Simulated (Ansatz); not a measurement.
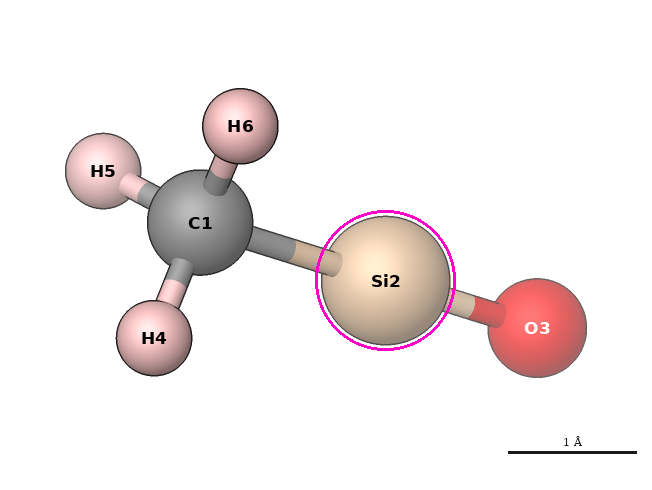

Orthographic view. Depth is shown by fading: the farther an atom, the more it takes the colour of the background. State: charge +1, singlet. Computed geometry: PBE0-D4/def2-TZVP optimisation. No frequency run is at hand to confirm it as a minimum.

**Which atoms are bonded to the circled atom?**

The circled atom is Si2; it is bonded to C1, O3.

**Of C1 and H5, which is nearer the viewer?**

C1; the bond to H5 points away from the viewer, so it looks shorter than its 1.10 Å.

**Which atom is farthest from the viewer?**

O3, 1.4 Å behind the mean position.
